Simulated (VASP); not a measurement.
Band structure of InAs (space group P6_3mc). Calculation: r2SCAN meta-GGA, VASP's PBE PAW potentials (set 64) (plane waves; VASP).

Unless said otherwise, spin-orbit coupling is left out, though it shifts the bands of the heavy elements here.

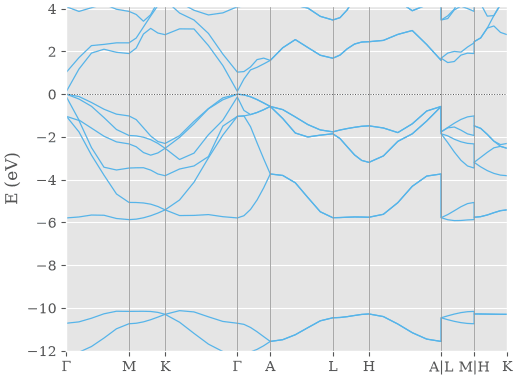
Figure: Bands along high-symmetry lines, zero at the valence-band maximum or, without a gap, the Fermi level

Q: Read the plot: is there a gap, and where are the band edges?

A: The gap is direct, 0.13 eV, from the valence maximum at Γ to the conduction minimum at Γ.

The structure comes from a computed database's InAs entry (P6_3mc); how it stands against other phases isn't given here. It was relaxed first.
